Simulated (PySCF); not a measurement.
# Fe(3+): dipole response in def2-QZVPPD

Aim: the static polarisability and the C₆ coefficient of Fe(3+), method by method.

Program: PySCF 2.14.0. Level of theory: unrestricted determinants in a Gaussian basis, no spin-orbit coupling in the energies. These are calculated values, not measurements, unless marked.

### 1 The system

| Item | Value |
| --- | --- |
| Element | iron (Z = 26) |
| Basis | def2-QZVPPD (11s6p5d4f2g, 100 functions) |
| Hamiltonian | no relativity, point nucleus |
| State 1 | Fe(3+): [Ar] 3d5, high-spin 6S determinant |
| Methods | UHF, PBE |

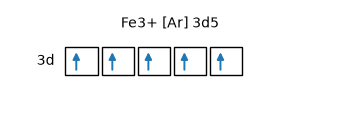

Occupation of the outer shells (arrows by Hund's rule).

One driver process ran all states and methods and kept the integrals in memory. Each run is shown as a PySCF script that sums up its settings (the driver passes frozen orbitals as a list and adds second-order terms of double hybrids); the logs are those of the runs themselves. The driver starts from symmetry-adapted Hartree-Fock orbitals, holds the occupation by maximum overlap and uses a logarithmic radial grid for functionals, so a plain start would take other cycles.

The integrals over 100 functions and the set-up took 1.4 s of CPU time.

### 2 Fe(3+): the ladder of methods

Level: UHF.

The input, input.py:

```python
from pyscf import gto, scf, dft, mp, cc
import basis_set_exchange as bse
mol = gto.M(atom="Fe 0 0 0", charge=3, spin=5, symmetry="D2h",
            basis=gto.basis.parse(bse.get_basis("def2-QZVPPD", elements=["Fe"], fmt="nwchem")))
mf = scf.UHF(mol)
mf.irrep_nelec = {'Ag': (5, 3), 'B1g': (1, 0), 'B2g': (1, 0), 'B3g': (1, 0), 'B1u': (2, 2), 'B2u': (2, 2), 'B3u': (2, 2)}
mf.kernel()
```

The log of the run:

```text
damping factor = 0
level_shift factor = 0
DIIS = <class 'pyscf.scf.diis.CDIIS'>
diis_start_cycle = 1
diis_space = 10
diis_damp = 0
SCF conv_tol = 1e-09
SCF conv_tol_grad = None
number electrons alpha = 14  beta = 9
cycle= 1 E= -1260.61640157813  delta_E= -2.92e-10  |g|= 9.37e-06  |ddm|= 2.34e-05
converged SCF energy = -1260.61640157813  <S^2> = 8.7512139  2S+1 = 6.0004046
```

CPU time 8.7 s on a shared host, the integrals not counted.

Orbital energies by shell (radii are means over both spins):

| shell | electrons | mean orbital energy (eV) | spread (eV) | rms radius (bohr) |
| --- | --- | --- | --- | --- |
| 1s α | 1 | -7150.2 | 0 | 0.0685 |
| 1s β | 1 | -7150.1 | 0 | 0.0685 |
| 2s α | 1 | -909.45 | 0 | 0.292 |
| 2s β | 1 | -904.81 | 0 | 0.292 |
| 2p α | 3 | -786.43 | 0 | 0.261 |
| 2p β | 3 | -781.81 | 0 | 0.261 |
| 3s α | 1 | -156.59 | 0 | 0.872 |
| 3s β | 1 | -143.89 | 0 | 0.872 |
| 3p α | 3 | -118.83 | 0 | 0.922 |
| 3p β | 3 | -103.45 | 0 | 0.922 |
| 3d α | 5 | -56.449 | 0 | 1.07 |

⟨S²⟩ = 8.751, ⟨L²⟩ = 0.00.

The driver then solved the coupled dipole response at imaginary frequencies: mean α = 1.645 bohr³, C₆ = 3.951 au for a like pair.

Level: PBE.

input.py differs from the last one in:

```diff
@@ -4,3 +4,3 @@
             basis=gto.basis.parse(bse.get_basis("def2-QZVPPD", elements=["Fe"], fmt="nwchem")))
-mf = scf.UHF(mol)
+mf = dft.UKS(mol, xc="PBE")
 mf.irrep_nelec = {'Ag': (5, 3), 'B1g': (1, 0), 'B2g': (1, 0), 'B3g': (1, 0), 'B1u': (2, 2), 'B2u': (2, 2), 'B3u': (2, 2)}
```

The log of the run:

```text
damping factor = 0
level_shift factor = 0
DIIS = <class 'pyscf.scf.diis.CDIIS'>
diis_start_cycle = 1
diis_space = 10
diis_damp = 0
SCF conv_tol = 1e-09
SCF conv_tol_grad = None
number electrons alpha = 14  beta = 9
XC functionals = PBE
    J. P. Perdew, K. Burke, and M. Ernzerhof.,  Phys. Rev. Lett. 77, 3865 (1996)
    J. P. Perdew, K. Burke, and M. Ernzerhof.,  Phys. Rev. Lett. 78, 1396 (1997)
    J. P. Perdew, K. Burke, and M. Ernzerhof.,  Phys. Rev. Lett. 77, 3865 (1996)
    J. P. Perdew, K. Burke, and M. Ernzerhof.,  Phys. Rev. Lett. 78, 1396 (1997)
cycle= 1 E= -1261.37420293695  delta_E= -0.00885  |g|= 0.0556  |ddm|= 0.114
cycle= 2 E= -1261.37426346032  delta_E= -6.05e-05  |g|= 0.0505  |ddm|= 0.0464
cycle= 3 E= -1261.3747145798  delta_E= -0.000451  |g|= 0.00102  |ddm|= 0.0227
cycle= 4 E= -1261.37471475166  delta_E= -1.72e-07  |g|= 1.85e-05  |ddm|= 0.000477
cycle= 5 E= -1261.37471475172  delta_E= -6.28e-11  |g|= 6.93e-07  |ddm|= 1.51e-05
converged SCF energy = -1261.37471475172  <S^2> = 8.7504386  2S+1 = 6.0001462
```

CPU time 9.2 s on a shared host, the integrals not counted.

The driver then solved the coupled dipole response at imaginary frequencies: mean α = 1.899 bohr³, C₆ = 4.612 au for a like pair.

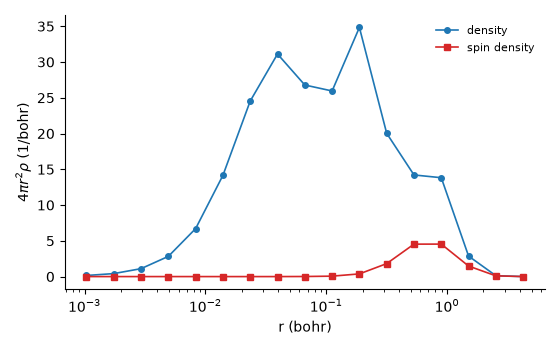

Radial density 4πr²ρ of Fe(3+) at UHF, at 17 stored radii joined by straight lines.

### 3 The response side by side

Fe(3+), in atomic units:

| method | mean α | C₆ (like pair) | S(−4) |
| --- | --- | --- | --- |
| UHF | 1.645 | 3.951 | 0.7565 |
| PBE | 1.899 | 4.612 | 1.269 |

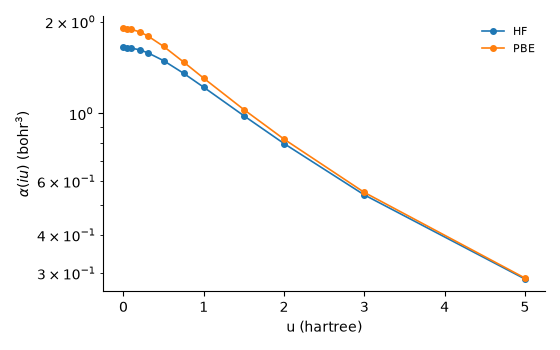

α(iu) of Fe(3+), the polarisability at imaginary frequency, on a logarithmic scale.

### 4 Results

| quantity | value |
| --- | --- |
| α of Fe(3+) | 1.645 (UHF) to 1.899 (PBE) bohr³ |

What this shows: A single London oscillator with the computed α and C₆ of Fe(3+) at UHF would have ω = 4 C₆ / (3 α²) = 1.95 hartree. All values hold for this basis alone; no basis-set limit was taken.
